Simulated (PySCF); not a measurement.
Si(Me)(Vi)2(OH), SMILES C=C[Si](C)(O)C=C at its GFN2-xTB optimised geometry (Å):

```
17

C      1.6214    -0.6646     0.8202
C      0.8679     0.0511     0.0000
Si    -1.0261     0.0511     0.0000
C     -1.6177     1.8644     0.0000
O     -1.6214    -0.7716     1.2833
C     -1.6873    -0.8711    -1.5054
C     -2.4171    -1.9733    -1.4545
H      2.7008    -0.6459     0.7920
H      1.1849    -1.3149     1.5619
H      1.3660     0.6789    -0.7287
H     -1.2143     2.4179     0.8439
H     -2.7008     1.9220     0.0551
H     -1.3091     2.3808    -0.9028
H     -1.4177    -0.4981     2.1734
H     -1.4416    -0.4580    -2.4766
H     -2.6841    -2.4179    -0.5109
H     -2.7787    -2.4757    -2.3395
```

Level of theory: PBE0/def2-SVP run with PySCF 2.14.0. Cells within 0.4 Å of a nucleus heavier than hydrogen are left out (blank, or x).

Map of the electrostatic potential (hartree/e), clipped to [-0.08, 0.12] on the plane z = 1.2 Å:

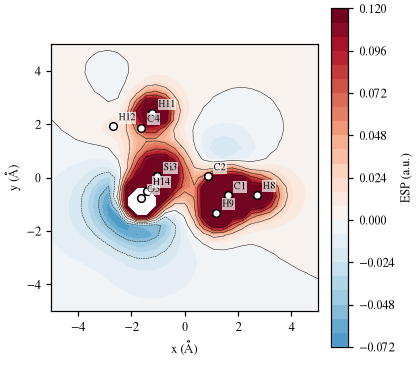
Figure. Electrostatic potential (hartree/e), clipped to [-0.08, 0.12] on the plane z = 1.2 Å.
